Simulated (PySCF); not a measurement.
## Electronic structure of C₅H₁₂OSi₂ (SMILES CCO[C@H]1C=C[SiH2][SiH2]1) in real space

```csv
atom,x (Å),y (Å),z (Å)
C,-3.2952,-0.2904,-0.3821
C,-2.0498,0.4084,0.1387
O,-1.0051,-0.5246,0.1998
C,0.2361,0.0348,0.6140
C,1.1289,-1.1002,1.0217
C,2.4206,-1.1743,0.7188
Si,3.1734,0.1674,-0.3708
Si,1.1061,1.1196,-0.7390
H,-4.1244,0.4100,-0.4311
H,-3.5606,-1.1132,0.2763
H,-3.1023,-0.6915,-1.3732
H,-2.2355,0.8319,1.1412
H,-1.7717,1.2438,-0.5259
H,0.0512,0.6452,1.5189
H,0.6296,-1.8767,1.5902
H,2.9964,-2.0155,1.0786
H,3.8966,-0.4421,-1.4947
H,4.1590,0.9646,0.3737
H,0.4424,0.8731,-2.0225
H,0.8993,2.5405,-0.4205
```

Geometry: GFN2-xTB.

All numbers below come from PBE0/pcSseg-1, SCF density, gas phase, non-relativistic in PySCF.

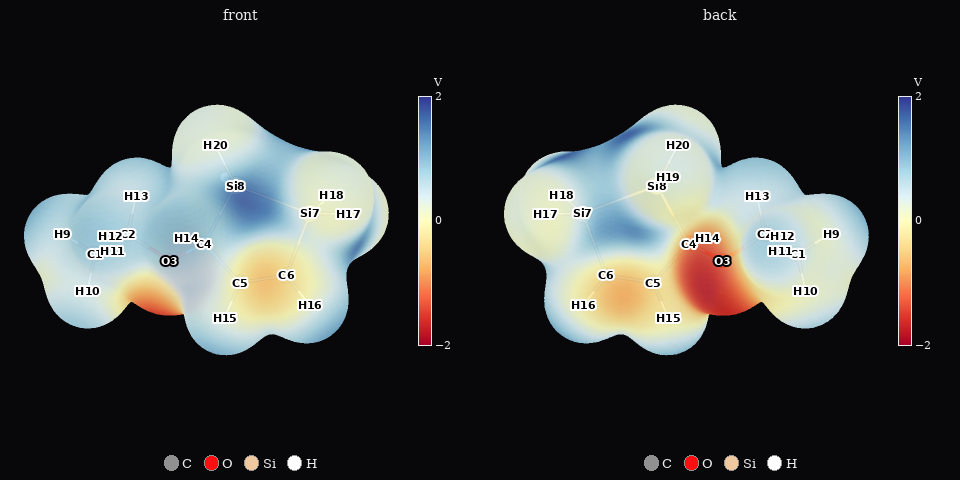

Figure 1. The electrostatic potential painted on the density surface at 0.004 e/bohr³, seen from the front and from behind; the colour scale runs from red (negative) to blue (positive).

Q: Describe the electrostatic potential map.

A: The most negative region (about −1.7 V, or −39 kcal/mol for a unit charge) lies over O3, the most positive (about +1.7 V, or +39 kcal/mol for a unit charge) over Si7 and Si8. O3 is the likeliest acceptor of a hydrogen bond.

Q: What dipole moment does the calculation give?

A: Its dipole moment is 1.05 D.

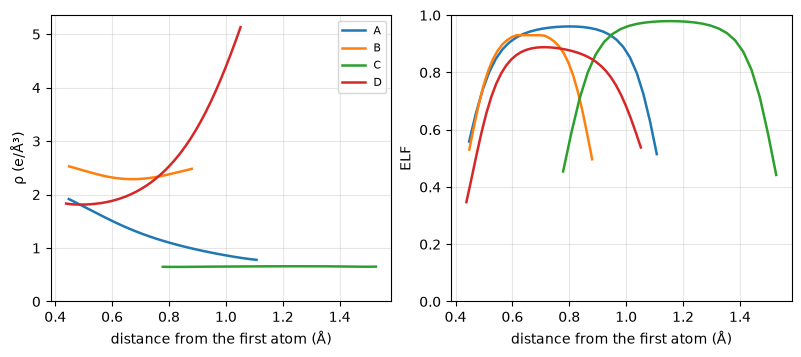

Figure 2. Total electron density and electron localisation function along straight lines between neighbouring atoms. The curves leave out the atomic cores.

Q: Which curve belongs to which contact (C–C, C–O, C–Si and Si–Si)? The first atom named is at distance zero.

A: Curve A: C–Si (1.89 Å): ρ at the midpoint is about 0.92 e/Å³; the ELF peaks at about 0.95 between the atoms (a shared electron pair). Curve B: C–C (1.33 Å): ρ is about 2.3 e/Å³ halfway; the ELF peaks at about 0.95 between the atoms (a multiple bond). Curve C: Si–Si (2.31 Å): the density is about 0.66 e/Å³ at the midpoint; the ELF peaks at about 1 between the atoms: a shared electron pair. Curve D: C–O (1.40 Å): ρ at the midpoint is about 2.1 e/Å³, with its minimum of 1.8 e/Å³ about 0.5 Å from C; the ELF peaks at about 0.90 between the atoms (a shared but strongly polarised pair).
